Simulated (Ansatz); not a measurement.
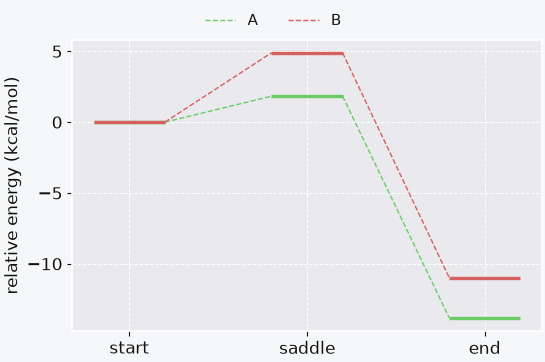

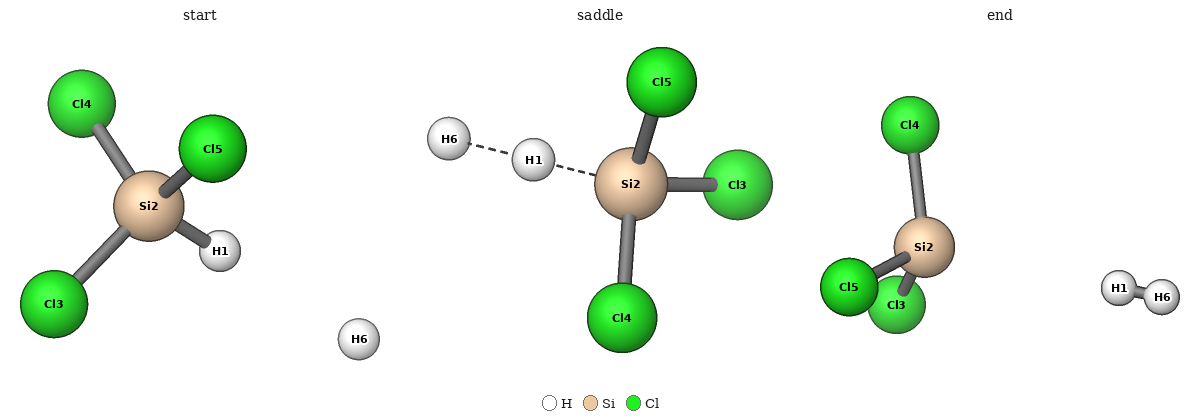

One elementary step of SiH₂Cl₃, doublet: start, first-order saddle point (changing pairs dashed) and end. Electronic energies at PBE0-D4/def2-TZVP geometries, energies in def2-TZVPP, the Ansatz code 0.2.0; cores frozen in correlated methods, no zero-point terms. Start and end are the structures at the ends of the path (complexes, where there are several molecules). Lines between the levels only guide the eye.

In the step H1–H6 (2.89 → 1.33 → 0.75 Å) forms; H1–Si2 (1.47 → 1.53 → 3.39 Å) breaks (lengths at start, saddle and end; changes of bond order aren't listed).

The profiles are CAM-B3LYP-D4 and ωB97X-V. Which is which?

Answer. A: CAM-B3LYP-D4 (barrier 1.8, step −13.8 kcal/mol); B: ωB97X-V (barrier 4.9, step −11.0 kcal/mol).
